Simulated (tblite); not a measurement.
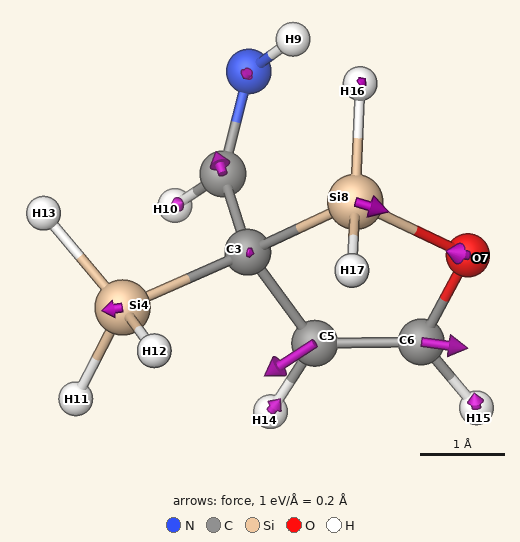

Starting geometry of C₄H₉NOSi₂ with the computed forces as purple arrows. The picture is a ball-and-stick view, seen face on.

Method: GFN2-xTB geometry optimisation, gas phase (tblite 0.8.0). 

**Is this structure relaxed? If not, where do the atoms go?**

It isn't relaxed: the largest force vector, on a C atom, is 3.88 eV/Å. The final displacements have little in common with the starting forces (cosine between the two patterns 0.12). An H atom moves most after the best rigid fit: 1.21 Å. By element the largest moves are H 1.21 Å, O 0.79 Å, N 0.75 Å, C 0.41 Å, Si 0.25 Å. Among the contacts that change: O–Si 1.768 → 1.646 Å, C–Si 1.853 → 1.924 Å, C–H 1.119 → 1.076 Å, C–C 1.284 → 1.323 Å. Among the angles between lasting bonds that change: C–O–Si 104.0° → 112.5°, C–C–Si 114.3° → 106.3°, C–C–C 106.3° → 114.1°. Groups turn about C–Si by about 40°, O–Si by about 35°, C–C by about 35°. After 103 geometry steps the energy has fallen by 78.7 kJ/mol.
